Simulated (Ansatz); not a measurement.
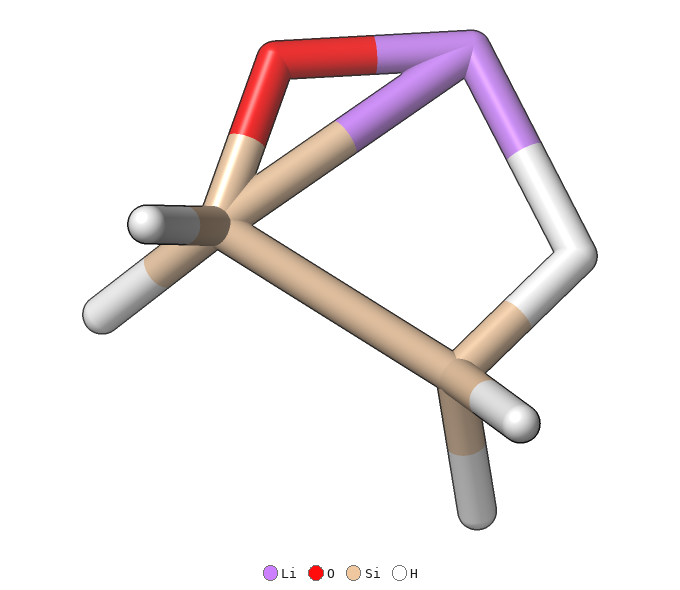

Stick drawing of a structure. Every bond is drawn as one stick, whatever its order.

The computed structure is the end point of a PBE0-D4/def2-TZVP optimisation. No frequency run is at hand to confirm it as a minimum.

Question: Give the formula.

Answer: H5LiOSi2, 9 atoms: 5 hydrogen, 1 lithium, 1 oxygen and 2 silicon.

Question: How many bonds of each kind are drawn?

Answer: 5 Si–H, 1 Li–O, 1 O–Si, 1 Si–Si, 1 Li–Si, 1 Li–H. Sticks follow a distance rule.

The parts below concern this one geometry. Atoms keep their numbers from picture to picture.

Electronic properties

No frequency run is at hand to confirm it as a minimum. Level of theory: RKS PBE0-D4/def2-TZVPP (Ansatz 0.2.0).

Predict the main results.

- HOMO energy (Kohn–Sham orbital): −6.76 eV
- LUMO energy (Kohn–Sham orbital): −0.94 eV
- HOMO–LUMO gap: 5.82 eV
- dispersion correction: −16.0 kJ/mol

Dipole moment

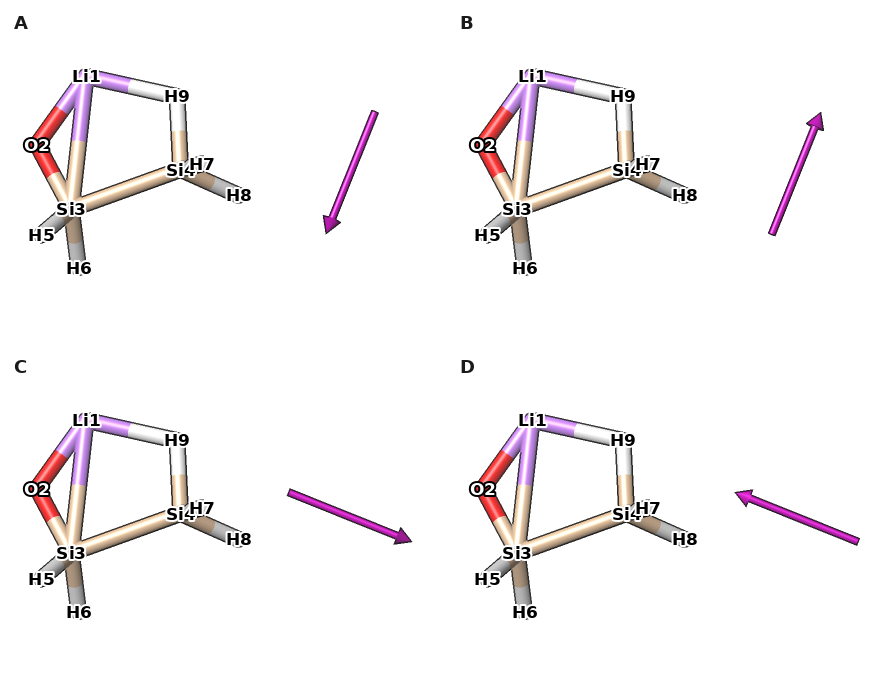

The same molecule four times, each with an arrow. No frequency run is at hand to confirm it as a minimum. Method: RKS PBE0-D4/def2-TZVP (Ansatz 0.2.0).

Question: Which arrow points along the dipole moment, from the negative to the positive end?

Answer: B. The dipole moment is 4.49 D; it points from the side of H5, H6 to the side of H9 (the outermost atoms at the two ends).

Charges

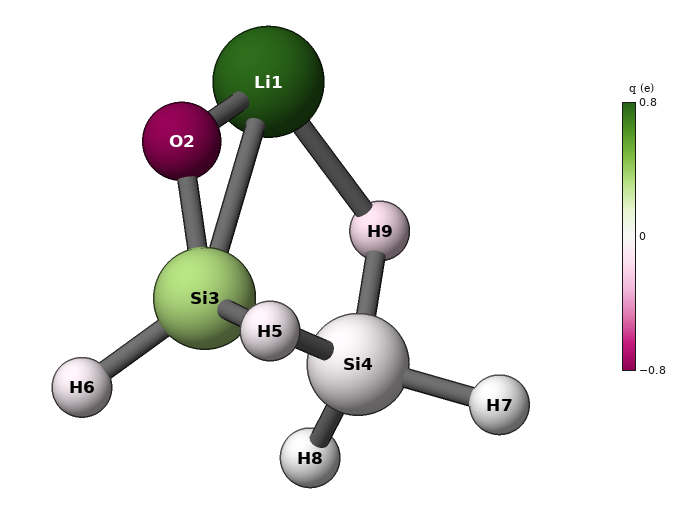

Atoms are coloured by their Mulliken charges. No frequency run is at hand to confirm it as a minimum. Method: RKS PBE0-D4/def2-TZVP (Ansatz 0.2.0).

Question: Which atom carries the highest charge (most positive or least negative)?

Answer: Li1 (0.78 e).

Question: And the lowest?

Answer: O2 (−0.79 e).

Give the Mulliken charges atom by atom.

```json
{"atom": "Li1", "value (e)": "0.78"}
{"atom": "O2", "value (e)": "−0.79"}
{"atom": "Si3", "value (e)": "0.34"}
{"atom": "Si4", "value (e)": "−0.03"}
{"atom": "H5", "value (e)": "−0.06"}
{"atom": "H6", "value (e)": "−0.06"}
{"atom": "H7", "value (e)": "−0.01"}
{"atom": "H8", "value (e)": "−0.01"}
{"atom": "H9", "value (e)": "−0.16"}
```

Mulliken values depend strongly on the basis set and can even reverse the polarity of a bond.
